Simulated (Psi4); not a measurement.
# AlF2 (SMILES [F][Al][F]) at UPBE0/6-311G(d,p) (sweep point 6)

Aim: the vertical electron affinity of AlF2 at UPBE0/6-311G** (sweep point 6), from 2 runs. 

The results are computed with Psi4 1.11.

### Step 1. The system as given

The species is AlF2 (3 atoms), meant as a doublet with charge 0. As SMILES, `[F][Al][F]`. The shape is that of a PBE0-D4/def2-TZVP optimisation.

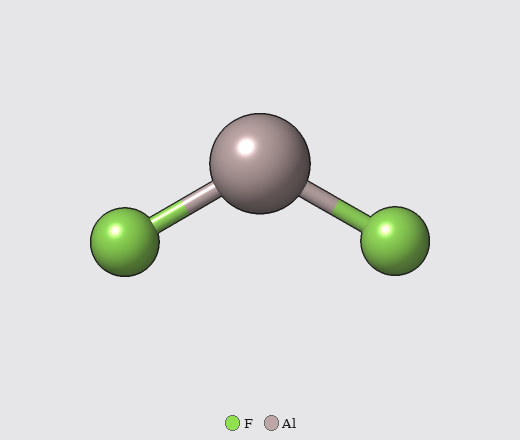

Viewed from a chosen angle; fluorine green, aluminium light grey.

### Step 2. The energy at UPBE0/6-311G(d,p) (sweep point 6)

File calc.in:

```
memory 1600 mb

molecule {
  0 2
  F      0.533000    -1.361200     0.136400
  Al     0.388700     0.275400     0.245200
  F     -0.932500     1.021000    -0.394800
  symmetry c1
}

set {
  basis 6-311G**
  reference uks
  puream true
  scf_type pk
  dft_radial_points 99
  dft_spherical_points 590
  maxiter 150
}

e, wfn = energy('pbe0', return_wfn=True)
print_variables()
```

Launch:

```
$ psi4 calc.in calc.out -n 1
```

calc.out, cut to the lines that bear on the results:

```text
[...]
  Running in c1 symmetry.
[...]
  Nuclear repulsion =   90.260752901983039
[...]
  Multiplicity = 2
[...]
  Nalpha       = 16
  Nbeta        = 15
[...]
    Number of basis functions: 62
[...]
   @UKS iter   1:  -441.81944719398979   -5.70827e-01   1.11737e-02 DIIS/ADIIS
[...]
   @UKS iter   8:  -441.96740199077112   -1.10292e-08   4.10911e-07 DIIS
[...]
   @S^2 Observed:                7.510879565E-01
[...]
    Orbital Energies [Eh]
    ---------------------
    Alpha Occupied:
       1A    -56.201436     2A    -24.729059     3A    -24.729039
       4A     -4.231851     5A     -2.763773     6A     -2.761762
       7A     -2.759816     8A     -1.187878     9A     -1.180283
      10A     -0.502219    11A     -0.465922    12A     -0.439786
      13A     -0.436596    14A     -0.421249    15A     -0.415669
      16A     -0.256626
    Alpha Virtual:
      17A     -0.048365    18A      0.027304    19A      0.029957
      20A      0.100361    21A      0.116218    22A      0.171233
      23A      0.222272    24A      0.459015    25A      0.479692
[...]
  @UKS Final Energy:  -441.96740199077112
   => Energetics <=
    Nuclear Repulsion Energy =             90.2607529019830395
    One-Electron Energy =                -796.6313246191680264
    Two-Electron Energy =                 294.2291618816830123
    DFT Exchange-Correlation Energy =     -29.8259921552692084
    Empirical Dispersion Energy =           0.0000000000000000
    VV10 Nonlocal Energy =                  0.0000000000000000
    Total Energy =                       -441.9674019907711227
[...]
 Multipole Moments:
 ------------------------------------------------------------------------------------
     Multipole            Electronic (a.u.)      Nuclear  (a.u.)        Total (a.u.)
 ------------------------------------------------------------------------------------
 L = 1.  Multiply by 2.5417464519 to convert [e a0] to [Debye]
 Dipole X            :          0.4805145            0.1678201            0.6483346
 Dipole Y            :          0.3091650            0.1079606            0.4171256
 Dipole Z            :          0.0000000           -0.0000000            0.0000000
 Magnitude           :                                                    0.7709290
[...]
```

It took 13 s on 1 thread of Intel Xeon Platinum 8175M at 2.50GHz (Skylake/Cascade Lake), shared host; peak memory 0.45 GiB.

### Step 3. The singlet anion at the same level

File job.dat:

```
memory 1600 MB

molecule m {
  -1 1
  F      0.533000    -1.361200     0.136400
  Al     0.388700     0.275400     0.245200
  F     -0.932500     1.021000    -0.394800
  symmetry c1
}

set puream true
set scf_type pk
set dft_radial_points 99
set dft_spherical_points 590

energy_value, wavefunction = energy('pbe0/6-311G**', return_wfn=True)
```

Launch:

```
$ psi4 -i job.dat -o job.out -n 1
```

job.out, cut to the lines that bear on the results:

```text
[...]
  Running in c1 symmetry.
[...]
  Nuclear repulsion =   90.260752901983039
[...]
  Multiplicity = 1
[...]
  Nalpha       = 16
  Nbeta        = 16
[...]
    Number of basis functions: 62
[...]
   @RKS iter   1:  -441.82741413514526   -5.78794e-01   1.21565e-02 ADIIS/DIIS
[...]
   @RKS iter   8:  -442.01302841075812   -2.61196e-09   1.55993e-07 DIIS
[...]
    Orbital Energies [Eh]
    ---------------------
    Doubly Occupied:
       1A    -55.900494     2A    -24.486761     3A    -24.486756
       4A     -3.931812     5A     -2.463049     6A     -2.462075
       7A     -2.460062     8A     -0.949437     9A     -0.942237
      10A     -0.262657    11A     -0.229114    12A     -0.205417
      13A     -0.204661    14A     -0.189712    15A     -0.183809
      16A      0.032799
[...]
  @RKS Final Energy:  -442.01302841075812
   => Energetics <=
    Nuclear Repulsion Energy =             90.2607529019830395
    One-Electron Energy =                -804.5793679479393177
    Two-Electron Energy =                 302.3106808777348533
    DFT Exchange-Correlation Energy =     -30.0050942425367282
    Empirical Dispersion Energy =           0.0000000000000000
    VV10 Nonlocal Energy =                  0.0000000000000000
    Total Energy =                       -442.0130284107581247
[...]
 Multipole Moments:
 ------------------------------------------------------------------------------------
     Multipole            Electronic (a.u.)      Nuclear  (a.u.)        Total (a.u.)
 ------------------------------------------------------------------------------------
 L = 1.  Multiply by 2.5417464519 to convert [e a0] to [Debye]
 Dipole X            :         -1.1416336            0.1678201           -0.9738135
 Dipole Y            :         -0.7343948            0.1079606           -0.6264342
 Dipole Z            :          0.0000000           -0.0000000            0.0000000
 Magnitude           :                                                    1.1579001
[...]
```

It took 9 s on 1 thread of Intel Xeon Platinum 8175M at 2.50GHz (Skylake/Cascade Lake), shared host; peak memory 0.45 GiB.

### Step 4. Outcome

Level: UPBE0/6-311G** (sweep point 6).

```
                                                            quantity          value
                                          doublet AlF2: total energy  -441.96740 Eh
                                         doublet AlF2: dipole moment         1.96 D
                    doublet AlF2: HOMO energy (highest over α and β)       -6.98 eV
                     doublet AlF2: LUMO energy (lowest over α and β)       -3.31 eV
                                                  doublet AlF2: ⟨S²⟩          0.751
                                         singlet anion: total energy  -442.01303 Eh
                                          singlet anion: HOMO energy        0.89 eV
                                          singlet anion: LUMO energy        4.56 eV
singlet anion: HOMO–LUMO gap (to an unbound level, set by the basis)        3.67 eV
                   vertical electron affinity (to the singlet anion)       1.242 eV
```

In words: At fixed nuclei the extra electron is bound by 1.24 eV (120 kJ/mol). The basis has no diffuse functions, so the error can be as large as this value. The HOMO (singlet anion) lies at positive energy, 0.89 eV; only total energies tell whether the electron is bound.
